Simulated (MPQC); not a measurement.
# PN (phosphorus nitride): a chain of runs

We compute a structure relaxation (B3LYP/6-31G*), then a structure relaxation (B3LYP/6-31G*), then a geometry optimisation (B3LYP/6-31G*), then a structure relaxation (B3LYP/6-31G*), then a structure relaxation (B3LYP/6-31G*) of PN (phosphorus nitride). The setting varied is the integration grid. 

The calculation is run with MPQC 2.3.1.

1 further run of the same task is left out (set aside as unsound or not needed). Runs told in other sessions of the task aren't counted.

### Step 1. Starting point

The species is PN (2 atoms), meant as a singlet with charge 0. As SMILES, `N#P`. The bond length is the measured one. The run starts from this shape.

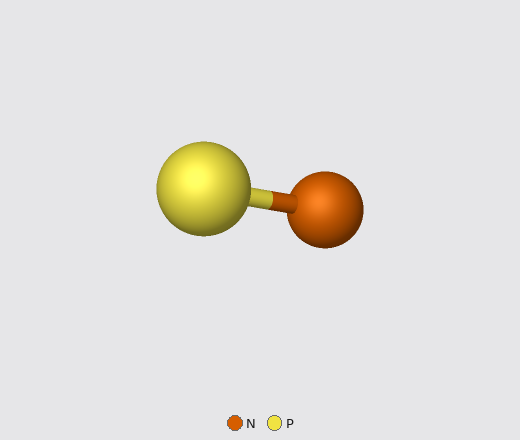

The structure, seen from a chosen angle (nitrogen orange, phosphorus yellow).

### Step 2. A structure relaxation at B3LYP/6-31G(d) (spherical functions, hessian update BFGS) (run 2)

File mol.in:

```
% emacs should use -*- KeyVal -*- mode
molecule<Molecule>: (
  symmetry = c1
  unit = angstrom
  { atoms geometry } = {
    N  [ 0.000000 0.000000 0.000000 ]
    P  [ 0.000000 0.000000 1.490866 ]
  }
)
basis<GaussianBasisSet>: (
  name = "6-31G*"
  molecule = $:molecule
  basisdir = "."
  puream = yes
)
mpqc: (
  checkpoint = no
  savestate = no
  restart = no
  do_energy = yes
  do_gradient = no
  optimize = yes
  coor<CartMolecularCoor>: (
    molecule = $:molecule
  )
  mole<CLKS>: (
    molecule = $:molecule
    basis = $:basis
    total_charge = 0
    memory = 1000000000
    print_evals = yes
    print_npa = yes
    maxiter = 70
    functional<StdDenFunctional>: ( name = "B3LYP" )
    integrator<RadialAngularIntegrator>: ( grid = coarse )
    guess_wavefunction<CLHF>: (
      molecule = $:molecule
      total_charge = 0
      memory = 1000000000
      value_accuracy = 1e-3
      basis<GaussianBasisSet>: (
        name = "3-21G"
        molecule = $:molecule
      )
    )
    coor = $..:coor
  )
  opt<QNewtonOpt>: (
    function = $..:mole
    max_iterations = 40
    update<BFGSUpdate>: ()
    convergence<MolEnergyConvergence>: (
      cartesian = yes
      energy = $..:..:mole
    )
  )
)
```

The basis set 6-31G* is read from a file made from the Basis Set Exchange's data (not shown).

On the command line:

```
$ mpqc mol.in > mol.out
```

Standard output (excerpt; [...] marks lines left out):

```text
MPQC: Massively Parallel Quantum Chemistry
[...]
  Integrated electron density error = 0.000378350190
  iter     1 energy = -395.9922385868 delta = 2.53572e-01
  Integrated electron density error = 0.000038541964
  iter     2 energy = -396.0378770842 delta = 2.40998e-02
[...]
    symmetry = c1
[...]
  Integrated electron density error = 0.000029127717
  iter     6 energy = -396.0575558032 delta = 1.93917e-06
  Integrated electron density error = 0.000029127019
  iter     7 energy = -396.0575558062 delta = 6.57487e-06
  Integrated electron density error = 0.000029126985
  iter     8 energy = -396.0575558062 delta = 3.41958e-08
[...]
  LUMO is    12   A =  -0.083409
  total scf energy = -396.0575558062
[...]
  Integrated electron density error = 0.000029124546
  Total Gradient:
       1   N  -0.0000000000  -0.0000000000   0.0000212864
       2   P   0.0000000000   0.0000000000  -0.0000212864
  Max Gradient     :   0.0000212864   0.0001000000  yes
  Max Displacement :   0.0000151836   0.0001000000  yes
  Gradient*Displace:   0.0000000006   0.0001000000  yes
[...]
  Value of the MolecularEnergy: -396.0575558062
[...]
```

It took 3.9 s on 1 thread of Arm Neoverse N1, shared host; peak memory 0.082 GiB.

Steps, from the record of the run:

```csv
step,energy from the first frame kept (eV),largest force (eV/Å)
0,0.0000,0.2701
1,-0.0005,0.0993
2,-0.0005,0.0011
```

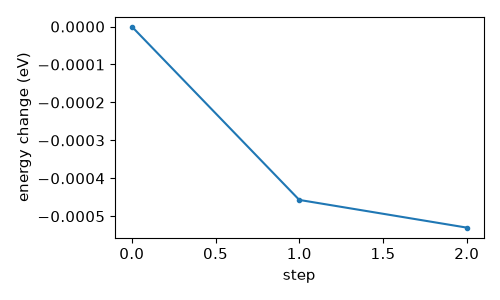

Energy along the run.

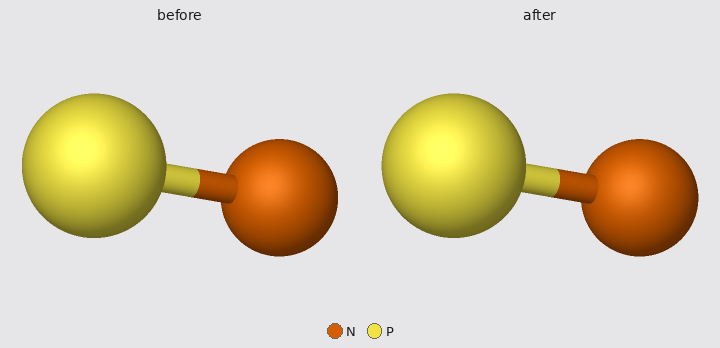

Before and after, at one scale.

After the run. Bond lengths: N1–P2 1.495 Å.

### Step 3. A structure relaxation at B3LYP/6-31G(d) (spherical functions, hessian update BFGS) (run 3)

mol.in, as its differences from that of step 2:

```diff
@@ -34,3 +34,3 @@
     functional<StdDenFunctional>: ( name = "B3LYP" )
-    integrator<RadialAngularIntegrator>: ( grid = coarse )
+    integrator<RadialAngularIntegrator>: ( grid = medium )
     guess_wavefunction<CLHF>: (
```

The basis set 6-31G* is read from a file made from the Basis Set Exchange's data (not shown).

On the command line:

```
$ mpqc mol.in > mol.out
```

Standard output:

```text
MPQC: Massively Parallel Quantum Chemistry
                                   Version 2.3.1

  Using IntegralV3 by default for molecular integrals evaluation

      CLSCF::init: total charge = 0

      docc = [ 11 ]
      nbasis = 22

  CLSCF::init: total charge = 0

  docc = [ 11 ]
  nbasis = 32

  IntCoorGen: generated 1 coordinates.
  Forming optimization coordinates:
    SymmMolecularCoor::form_variable_coordinates()
      expected 0 coordinates
      found 1 variable coordinates
      found 0 constant coordinates

  Molecular formula NP

  MPQC options:
    matrixkit     = <ReplSCMatrixKit>
    restart       = no
    checkpoint    = no
    savestate     = no
    do_energy     = yes
    do_gradient   = no
    optimize      = yes
    write_pdb     = no
    print_mole    = yes
    print_timings = yes

  SCF::compute: energy accuracy = 1.0000000e-06

  nuclear repulsion energy =   37.2693529432

  integral intermediate storage = 180869 bytes
  integral cache = 999810683 bytes
  Projecting guess wavefunction into the present basis set

      SCF::compute: energy accuracy = 1.0000000e-03

      nuclear repulsion energy =   37.2693529432

      integral intermediate storage = 20940 bytes
      integral cache = 999975012 bytes
      Starting from core Hamiltonian guess

      Using symmetric orthogonalization.
      n(basis):            22
      Maximum orthogonalization residual = 2.99948
      Minimum orthogonalization residual = 0.0667522
      Beginning iterations.  Basis is 3-21G.
      iter     1 energy = -392.0770673894 delta = 3.44953e-01
      iter     2 energy = -392.8645567089 delta = 1.03656e-01
      iter     3 energy = -392.8428292329 delta = 7.41798e-02
      iter     4 energy = -393.0803298497 delta = 3.23201e-02
      iter     5 energy = -393.0824000267 delta = 3.76801e-03
      iter     6 energy = -393.0824436326 delta = 1.09989e-03

      HOMO is    11   A =  -0.447357
      LUMO is    12   A =   0.068207

      total scf energy = -393.0824436326

      Projecting the guess density.

        The number of electrons in the guess density = 22
        Using symmetric orthogonalization.
        n(basis):            32
        Maximum orthogonalization residual = 3.22959
        Minimum orthogonalization residual = 0.0274168
        The number of electrons in the projected density = 21.9743

  Beginning iterations.  Basis is 6-31G*.
  Integrated electron density error = 0.000378350190
  iter     1 energy = -395.9922385868 delta = 2.53572e-01
  Integrated electron density error = 0.000038541964
  iter     2 energy = -396.0378770842 delta = 2.40998e-02
  Integrated electron density error = 0.000007657427
  iter     3 energy = -395.9675632473 delta = 2.10127e-02
  Integrated electron density error = 0.000033016482
  iter     4 energy = -396.0552289270 delta = 1.68089e-02
  Integrated electron density error = 0.000031485803
  iter     5 energy = -396.0574676442 delta = 3.60598e-03
  Integrated electron density error = 0.000001868113
  iter     6 energy = -396.0575770674 delta = 4.70719e-04
  Integrated electron density error = 0.000001868049
  iter     7 energy = -396.0575780056 delta = 5.28821e-05
  Integrated electron density error = 0.000001869480
  iter     8 energy = -396.0575785989 delta = 3.47314e-05
  Integrated electron density error = 0.000001869633
  iter     9 energy = -396.0575786196 delta = 7.36199e-06

  A
        1  -77.11018    2.00000
        2  -14.37040    2.00000
        3   -6.59881    2.00000
        4   -4.75953    2.00000
        5   -4.75953    2.00000
        6   -4.75605    2.00000
        7   -0.85507    2.00000
        8   -0.49337    2.00000
        9   -0.33434    2.00000
       10   -0.33434    2.00000
       11   -0.32510    2.00000
       12   -0.08278    0.00000
       13   -0.08278    0.00000
       14    0.05849    0.00000
       15    0.22513    0.00000
       16    0.28834    0.00000
       17    0.28834    0.00000
       18    0.43217    0.00000
       19    0.63737    0.00000
       20    0.63738    0.00000
       21    0.65099    0.00000
       22    0.67601    0.00000
       23    0.67601    0.00000
       24    0.78139    0.00000
       25    0.78139    0.00000
       26    1.12238    0.00000
       27    1.19443    0.00000
       28    1.73695    0.00000
       29    1.73695    0.00000
       30    1.98336    0.00000
       31    1.98336    0.00000
       32    2.53657    0.00000

  HOMO is    11   A =  -0.325103
  LUMO is    12   A =  -0.082780

  total scf energy = -396.0575786196

  SCF::compute: gradient accuracy = 1.0000000e-04

  Integrated electron density error = 0.000001622180
  Total Gradient:
       1   N   0.0000000009   0.0000000009   0.0053533628
       2   P  -0.0000000009  -0.0000000009  -0.0053533628

  Max Gradient     :   0.0053533628   0.0001000000  no
  Max Displacement :   0.0023876465   0.0001000000  no
  Gradient*Displace:   0.0000255639   0.0001000000  yes
  taking step of size 0.003377
  Optimization iteration 1 complete
  //////////////////////////////////////////////////////////////////////

  CLKS: changing atomic coordinates:
  Molecular formula: NP
  molecule<Molecule>: (
    symmetry = c1
    unit = "angstrom"
    {  n atoms                        geometry                     }={
       1     N [    0.0000000000     0.0000000000    -0.0012634882]
       2     P [    0.0000000000     0.0000000000     1.4921294882]
    }
  )
  Atomic Masses:
     14.00307   30.97376

  SCF::compute: energy accuracy = 2.6766814e-07

  nuclear repulsion energy =   37.2062893184

  integral intermediate storage = 180869 bytes
  integral cache = 999810683 bytes
  Using symmetric orthogonalization.
  n(basis):            32
  Maximum orthogonalization residual = 3.22761
  Minimum orthogonalization residual = 0.027586
  Beginning iterations.  Basis is 6-31G*.
  Integrated electron density error = 0.000430645596
  iter     1 energy = -396.0581773721 delta = 2.51081e-01
  Integrated electron density error = 0.000001871213
  iter     2 energy = -396.0575900565 delta = 6.88287e-04
  Integrated electron density error = 0.000001884936
  iter     3 energy = -396.0575242064 delta = 5.49274e-04
  Integrated electron density error = 0.000001875654
  iter     4 energy = -396.0575960252 delta = 4.40752e-04
  Integrated electron density error = 0.000001877193
  iter     5 energy = -396.0575960501 delta = 2.03908e-05
  Integrated electron density error = 0.000001877211
  iter     6 energy = -396.0575960514 delta = 3.96736e-06
  Integrated electron density error = 0.000001877227
  iter     7 energy = -396.0575960519 delta = 6.09292e-07

  A
        1  -77.11064    2.00000
        2  -14.37096    2.00000
        3   -6.59908    2.00000
        4   -4.75983    2.00000
        5   -4.75983    2.00000
        6   -4.75633    2.00000
        7   -0.85442    2.00000
        8   -0.49375    2.00000
        9   -0.33399    2.00000
       10   -0.33399    2.00000
       11   -0.32519    2.00000
       12   -0.08318    0.00000
       13   -0.08318    0.00000
       14    0.05822    0.00000
       15    0.22504    0.00000
       16    0.28834    0.00000
       17    0.28834    0.00000
       18    0.43101    0.00000
       19    0.63737    0.00000
       20    0.63738    0.00000
       21    0.65142    0.00000
       22    0.67501    0.00000
       23    0.67501    0.00000
       24    0.78159    0.00000
       25    0.78159    0.00000
       26    1.12179    0.00000
       27    1.19096    0.00000
       28    1.73678    0.00000
       29    1.73678    0.00000
       30    1.98148    0.00000
       31    1.98148    0.00000
       32    2.53504    0.00000

  HOMO is    11   A =  -0.325192
  LUMO is    12   A =  -0.083183

  total scf energy = -396.0575960519

  SCF::compute: gradient accuracy = 2.6766814e-05

  Integrated electron density error = 0.000001811528
  Total Gradient:
       1   N   0.0000000005   0.0000000005   0.0019558065
       2   P  -0.0000000005  -0.0000000005  -0.0019558065

  Max Gradient     :   0.0019558065   0.0001000000  no
  Max Displacement :   0.0013744509   0.0001000000  no
  Gradient*Displace:   0.0000053763   0.0001000000  yes
  taking step of size 0.001944
  Optimization iteration 2 complete
  //////////////////////////////////////////////////////////////////////

  CLKS: changing atomic coordinates:
  Molecular formula: NP
  molecule<Molecule>: (
    symmetry = c1
    unit = "angstrom"
    {  n atoms                        geometry                     }={
       1     N [    0.0000000000     0.0000000000    -0.0019908164]
       2     P [    0.0000000000     0.0000000000     1.4928568164]
    }
  )
  Atomic Masses:
     14.00307   30.97376

  SCF::compute: energy accuracy = 9.7790324e-08

  nuclear repulsion energy =   37.1700833781

  integral intermediate storage = 180869 bytes
  integral cache = 999810683 bytes
  Using symmetric orthogonalization.
  n(basis):            32
  Maximum orthogonalization residual = 3.22647
  Minimum orthogonalization residual = 0.0276836
  Beginning iterations.  Basis is 6-31G*.
  Integrated electron density error = 0.000432668818
  iter     1 energy = -396.0581945451 delta = 2.51105e-01
  Integrated electron density error = 0.000001868520
  iter     2 energy = -396.0575971093 delta = 3.96385e-04
  Integrated electron density error = 0.000001876352
  iter     3 energy = -396.0575794464 delta = 2.84617e-04
  Integrated electron density error = 0.000001871464
  iter     4 energy = -396.0575987472 delta = 2.33422e-04
  Integrated electron density error = 0.000001872195
  iter     5 energy = -396.0575987652 delta = 1.49486e-05
  Integrated electron density error = 0.000001872223
  iter     6 energy = -396.0575987658 delta = 3.00021e-06
  Integrated electron density error = 0.000001872232
  iter     7 energy = -396.0575987660 delta = 4.81919e-07

  A
        1  -77.11090    2.00000
        2  -14.37129    2.00000
        3   -6.59924    2.00000
        4   -4.76000    2.00000
        5   -4.76000    2.00000
        6   -4.75649    2.00000
        7   -0.85405    2.00000
        8   -0.49397    2.00000
        9   -0.33379    2.00000
       10   -0.33379    2.00000
       11   -0.32524    2.00000
       12   -0.08341    0.00000
       13   -0.08341    0.00000
       14    0.05807    0.00000
       15    0.22499    0.00000
       16    0.28834    0.00000
       17    0.28834    0.00000
       18    0.43035    0.00000
       19    0.63737    0.00000
       20    0.63737    0.00000
       21    0.65166    0.00000
       22    0.67444    0.00000
       23    0.67444    0.00000
       24    0.78170    0.00000
       25    0.78170    0.00000
       26    1.12143    0.00000
       27    1.18900    0.00000
       28    1.73668    0.00000
       29    1.73668    0.00000
       30    1.98041    0.00000
       31    1.98041    0.00000
       32    2.53414    0.00000

  HOMO is    11   A =  -0.325243
  LUMO is    12   A =  -0.083414

  total scf energy = -396.0575987660

  SCF::compute: gradient accuracy = 9.7790324e-06

  Integrated electron density error = 0.000001851647
  Total Gradient:
       1   N  -0.0000000001  -0.0000000001   0.0000216901
       2   P   0.0000000001   0.0000000001  -0.0000216901
  NOTICE: function()->actual_gradient_accuracy() > accuracy_:
          function()->actual_gradient_accuracy() =  5.77543575e-06
                                       accuracy_ =  1.08450687e-06

  SCF::compute: energy accuracy = 1.0845069e-08

  nuclear repulsion energy =   37.1700833781

  integral intermediate storage = 180869 bytes
  integral cache = 999810683 bytes
  Beginning iterations.  Basis is 6-31G*.
  Integrated electron density error = 0.000432549694
  iter     1 energy = -396.0582024031 delta = 2.51139e-01
  Integrated electron density error = 0.000001870903
  iter     2 energy = -396.0575986191 delta = 2.94296e-05
  Integrated electron density error = 0.000001870874
  iter     3 energy = -396.0575986520 delta = 3.47566e-05
  Integrated electron density error = 0.000001871430
  iter     4 energy = -396.0575987563 delta = 1.78739e-05
  Integrated electron density error = 0.000001871650
  iter     5 energy = -396.0575987606 delta = 3.06204e-06
  Integrated electron density error = 0.000001871801
  iter     6 energy = -396.0575987627 delta = 1.71828e-06
  Integrated electron density error = 0.000001872231
  iter     7 energy = -396.0575987660 delta = 6.32846e-06
  Integrated electron density error = 0.000001872233
  iter     8 energy = -396.0575987660 delta = 2.76083e-08

  A
        1  -77.11090    2.00000
        2  -14.37129    2.00000
        3   -6.59924    2.00000
        4   -4.76000    2.00000
        5   -4.76000    2.00000
        6   -4.75649    2.00000
        7   -0.85405    2.00000
        8   -0.49397    2.00000
        9   -0.33379    2.00000
       10   -0.33379    2.00000
       11   -0.32524    2.00000
       12   -0.08341    0.00000
       13   -0.08341    0.00000
       14    0.05807    0.00000
       15    0.22499    0.00000
       16    0.28834    0.00000
       17    0.28834    0.00000
       18    0.43035    0.00000
       19    0.63737    0.00000
       20    0.63737    0.00000
       21    0.65166    0.00000
       22    0.67444    0.00000
       23    0.67444    0.00000
       24    0.78170    0.00000
       25    0.78170    0.00000
       26    1.12143    0.00000
       27    1.18900    0.00000
       28    1.73668    0.00000
       29    1.73668    0.00000
       30    1.98041    0.00000
       31    1.98041    0.00000
       32    2.53414    0.00000

  HOMO is    11   A =  -0.325243
  LUMO is    12   A =  -0.083414

  total scf energy = -396.0575987660

  SCF::compute: gradient accuracy = 1.0845069e-06

  Integrated electron density error = 0.000001870310
  Total Gradient:
       1   N  -0.0000000000  -0.0000000000   0.0000216113
       2   P   0.0000000000   0.0000000000  -0.0000216113

  Max Gradient     :   0.0000216113   0.0001000000  yes
  Max Displacement :   0.0000153571   0.0001000000  yes
  Gradient*Displace:   0.0000000007   0.0001000000  yes

  All convergence criteria have been met.
  The optimization has converged.

  Value of the MolecularEnergy: -396.0575987660

  Closed Shell Kohn-Sham (CLKS) Parameters:
    Function Parameters:
      value_accuracy    = 4.993952e-09 (1.084507e-08) (computed)
      gradient_accuracy = 4.993952e-07 (1.084507e-06) (computed)
      hessian_accuracy  = 0.000000e+00 (1.000000e-04)

    Molecular Coordinates:
      Molecular formula: NP
      molecule<Molecule>: (
        symmetry = c1
        unit = "angstrom"
        {  n atoms                        geometry                     }={
           1     N [    0.0000000000     0.0000000000    -0.0019908164]
           2     P [    0.0000000000     0.0000000000     1.4928568164]
        }
      )
      Atomic Masses:
         14.00307   30.97376
    Electronic basis:
      GaussianBasisSet:
        nbasis = 32
        nshell = 14
        nprim  = 42
        name = "6-31G*"
    Natural Population Analysis:
       n   atom    charge     ne(S)     ne(P)     ne(D)
        1    N   -0.767123  3.790208  3.954263  0.022652
        2    P    0.767123  5.756280  8.454660  0.021936

    SCF Parameters:
      maxiter = 70
      density_reset_frequency = 10
      level_shift = 0.000000

    CLSCF Parameters:
      charge = 0
      ndocc = 11
      docc = [ 11 ]

    Functional:
      Standard Density Functional: B3LYP
      Sum of Functionals:
        +0.2000000000000000 Hartree-Fock Exchange
        +0.8000000000000000
          Object of type SlaterXFunctional
        +0.7200000000000000
          Object of type Becke88XFunctional
        +0.1900000000000000
          Object of type VWN1LCFunctional
        +0.8100000000000001
          Object of type LYPCFunctional
    Integrator:
      RadialAngularIntegrator:
        Pruned medium grid employed
                               CPU Wall
mpqc:                         5.89 5.89
  NAO:                        0.00 0.00
  calc:                       5.87 5.88
    compute gradient:         2.37 2.37
      nuc rep:                0.00 0.00
      one electron gradient:  0.01 0.01
      overlap gradient:       0.01 0.01
      two electron gradient:  2.35 2.35
        grad:                 2.35 2.35
          integrate:          1.64 1.64
          two-body:           0.62 0.62
            contribution:     0.53 0.53
            setup:            0.09 0.09
    vector:                   3.50 3.50
      density:                0.00 0.00
      evals:                  0.01 0.01
      extrap:                 0.01 0.01
      fock:                   3.33 3.33
        accum:                0.00 0.00
        init pmax:            0.00 0.00
        integrate:            2.69 2.69
        local data:           0.00 0.00
        setup:                0.00 0.00
        sum:                  0.00 0.00
        symm:                 0.00 0.00
      vector:                 0.01 0.01
        density:              0.00 0.00
        evals:                0.00 0.00
        extrap:               0.00 0.00
        fock:                 0.01 0.01
          accum:              0.00 0.00
          ao_gmat:            0.01 0.01
          init pmax:          0.00 0.00
          local data:         0.00 0.00
          setup:              0.00 0.00
          sum:                0.00 0.00
          symm:               0.00 0.00
  input:                      0.01 0.01
```

It took 6 s on 1 thread of Arm Neoverse N1, shared host; peak memory 0.17 GiB.

Step by step:

```csv
step,energy from the first frame kept (eV),largest force (eV/Å)
0,0.0000,0.2753
1,-0.0005,0.1006
2,-0.0005,0.0011
```

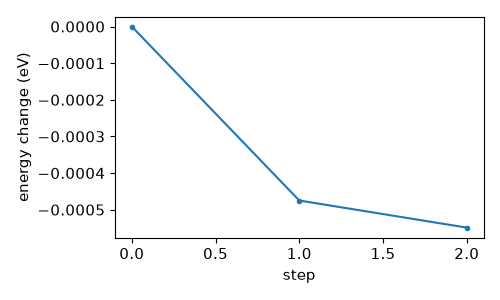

Energy along the run.

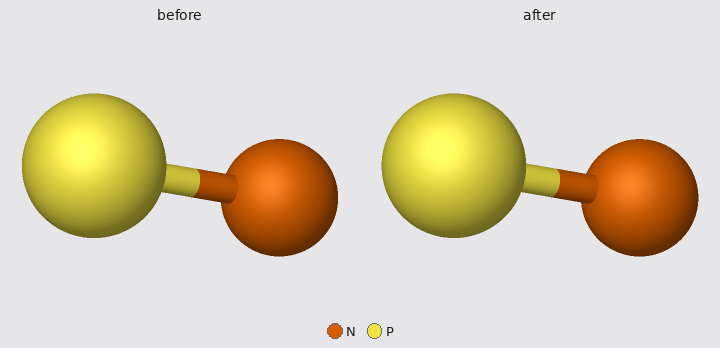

Before and after, at one scale.

After the run. Bond lengths: N1–P2 1.495 Å.

Run 4 isn't shown in full; the table further down has it.

(Part 1 of 2 ends here.)
